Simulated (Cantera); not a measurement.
Feed: 1 mol CHF₃, 0.063 mol H₂, equilibrated at 27000 Pa.

Equilibrium computed with Cantera from the NASA thermochemical tables; the gas is ideal and each condensed phase is pure. Candidate condensed phases: C, C₆H₆, C₇H₈, C₈H₁₈; 95 gas species. The tables' values for C₂F₄ are old estimates; treat these amounts as uncertain. Gases not in the tables: C₂F₆ and larger saturated fluorocarbons. Kinetics and transport are ignored.

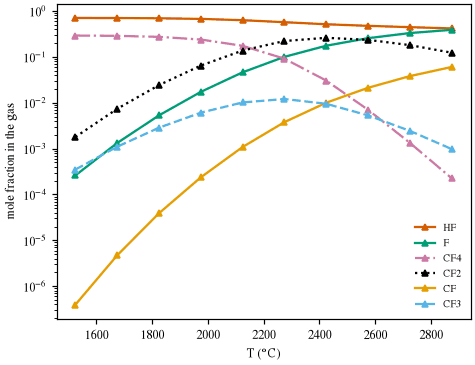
Fig. 1. Equilibrium gas composition (values under 1e-9 drawn at 1e-9)

Task: Read off the mole fractions at 1525 °C.

Result: HF about 0.71, CF₄ about 0.29, CF₂ about 0.0018, CF₃ about 0.00035, F about 0.00026, CF about 4.0e-7.
